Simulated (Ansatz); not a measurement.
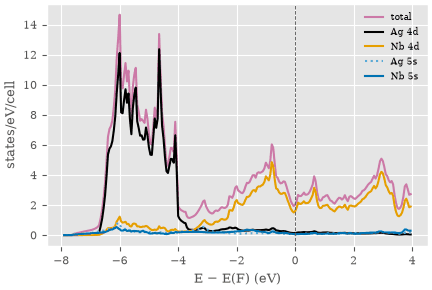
Figure: Total and projected density of states of NbAg in space group Pmma (No. 51; Ag on 2e, Nb on 2f), the program Ansatz at the r²SCAN level (PAW)

Q: Which orbitals carry the states next to the Fermi level?

A: Within 0.5 eV of the Fermi level: Nb 4d 79 %, Ag 4d 7 %, outside the projected shells 7 %. Projections are on Löwdin-orthogonalised atomic valence shells; empty p or d shells of many metals are not among them.

Q: Where is the tallest occupied peak in this window, and what makes it?

A: Near -6.0 eV, about 15 states/eV per cell; the largest projected share is Ag 4d.

The start of the workflow was typed in or built on a structure type; neither database checked (COD, Materials Project) lists it. Whether it is the stable phase at ambient conditions was not checked. The cell was relaxed with r²SCAN under the symmetry of its start; whether a distortion lowers the energy is not shown. No spin polarisation was allowed. Its formation energy is positive at this level, so the cell may be metastable or incomplete. Spin–orbit coupling is left out wherever it is not named.

Potentials: the earlier of the program's two PAW sets.
